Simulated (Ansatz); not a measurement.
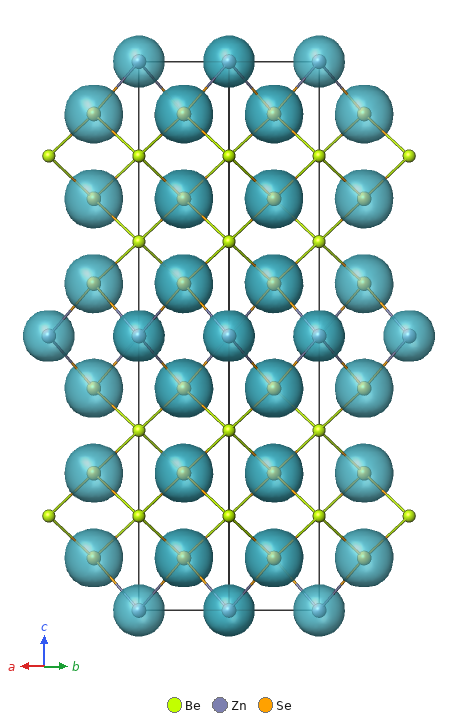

Figure. Be$_{2}$ZnSe$_{3}$. Isosurface of the valence electron density at 0.8 e/Å³ (cyan), seen along [110]. Sticks mark near contacts.

Space group I-4m2; a structure generated by program, which may or may not match a known phase.

Level of theory: Ansatz 0.2.0, DFT r2SCAN, scalar-relativistic, plane waves, PAW.

The density is the valence pseudo-density of a PAW calculation; it isn't the true density close to the nuclei.

**What does this surface tell about the bonding?**

At this value the density breaks into separate islands; it holds about 70 % of the electrons treated as valence. It bridges none of the near contacts. It is pinched off along the sampled Be–Se (2.26 Å) and Zn–Se (2.44 Å) contacts. On the grid the lowest density along these lines, outside the cores, is 0.35 e/Å³ (Be–Se, 2.26 Å) and 0.43 e/Å³ (Zn–Se, 2.44 Å).
